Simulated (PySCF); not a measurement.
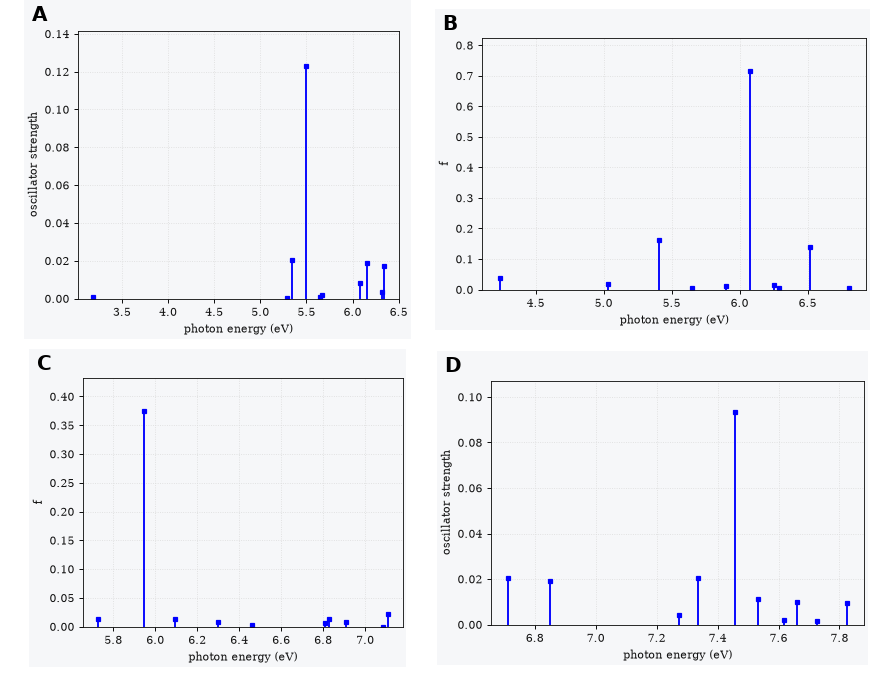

Vertical TDDFT excitations, PBE0/aug-cc-pVDZ in PySCF, at a PBE0-D3(BJ)/def2-SVP geometry (no frequency check), gas phase. Each panel shows the lowest singlet states that were computed.

**Assign the panels.**
1. C₃H₇ClOSi, SMILES CO/C=C\[SiH2]Cl
2. C₃H₆GeOSi, SMILES O=C[SiH2]C#[C][GeH3], singlet
3. C₂H₄ClGeN, SMILES N#C[CH2][GeH2][Cl], singlet
4. C₄H₆B₂O, SMILES BOBC#CC=C

A: 2 (S1 at 3.18 eV, brightest at 5.50 eV)
B: 4 (S1 at 4.24 eV, brightest at 6.08 eV)
C: 1 (S1 at 5.73 eV, brightest at 5.94 eV)
D: 3 (S1 at 6.71 eV, brightest at 7.46 eV)

Caveats, for all or some of the runs: core orbitals are frozen in the response; one conformer of a flexible molecule; states above the negative HOMO energy depend on the basis.
